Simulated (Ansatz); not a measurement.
## SiH (SMILES [SiH]): the electronic atomisation energy, rung by rung

SiH: 2 atoms, total charge 0, spin state doublet. SMILES: `[SiH]`. The shape is that of a GFN2-xTB optimisation.

```csv
atom,x (Å),y (Å),z (Å)
Si,0.0000,0.0000,0.0000
H,0.0000,0.0000,1.5166
```

Quantity: the electronic atomisation energy, in eV. The values are calculated. Electronic energies at fixed atoms, without zero-point motion or spin-orbit coupling.

```tsv
level	kind	program	value (eV)	less FCI/3-21G	CPU time (all runs)
UHF/3-21G	Hartree–Fock	Ansatz	1.81	-0.58	0.14 s
UPBE/3-21G	GGA	Ansatz	2.87	+0.48	1.6 s
U-r2SCAN/3-21G	meta-GGA	Ansatz	2.83	+0.44	5 s
UB3LYP/3-21G	global hybrid	Ansatz	2.96	+0.57	1.7 s
UBHLYP/3-21G	global hybrid	Ansatz	2.84	+0.45	1.1 s
UCCSD/3-21G	coupled cluster or CI	Ansatz	2.39	0.00	0.33 s
UCCSDT(Q)/3-21G	coupled cluster or CI	Ansatz	2.39	0.00	1.5 s
UCCSDT/3-21G	coupled cluster or CI	Ansatz	2.39	0.00	0.93 s
FCI/3-21G	exact in the basis	Ansatz	2.39	0.00	0.48 s
```

FCI/3-21G is exact within its basis and frozen core, so for wave-function methods in that basis the difference is their error; functionals converge differently with the basis, so for them it is only a difference. The values span 1.81 to 2.96 eV. All rows use very small basis sets, so even the best lies far from the true value. CPU times are rough (shared hosts, several kinds of processor): they show what a rung costs within a factor of a few.

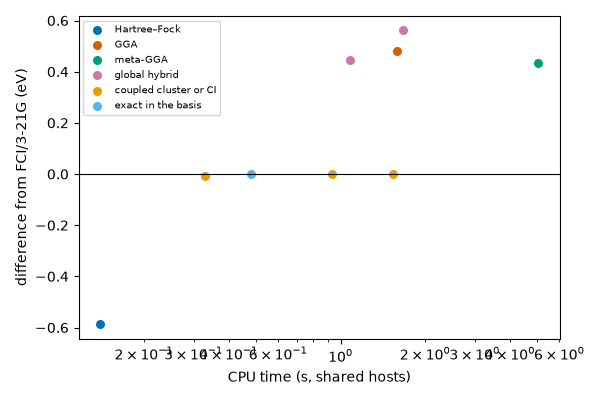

Difference from FCI/3-21G against processor time, one point a level.
